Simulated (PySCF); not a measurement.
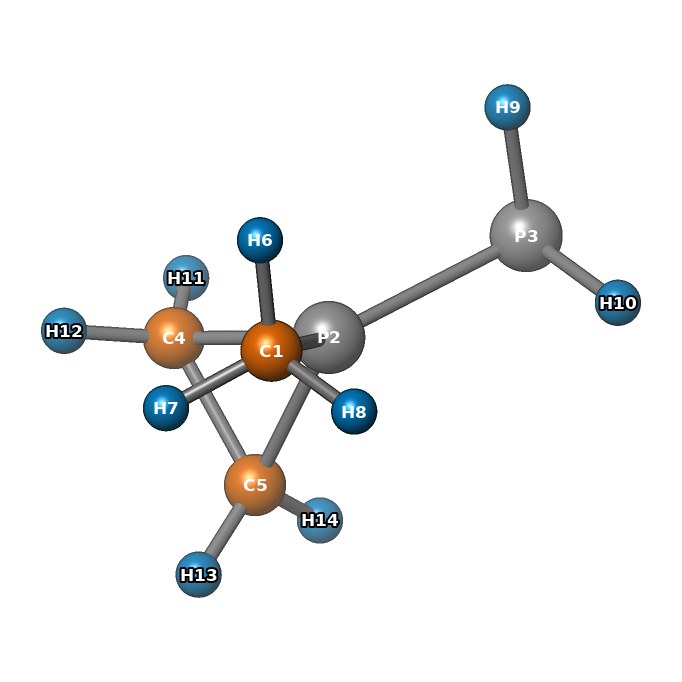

P2 lies behind C1. The molecule seen a little off the C1–P2 bond, C1 in front. Depth is shown by fading: the farther an atom, the more it takes the colour of the background. The species has charge +1 and is a spin singlet. Computed geometry: GFN2-xTB optimisation. No frequency run is at hand to confirm it as a minimum.

Q: What is the torsion angle H6–C1–P2–P3? The sign is positive where the front bond must turn clockwise to cover the back bond.

A: 59°, synclinal (gauche).
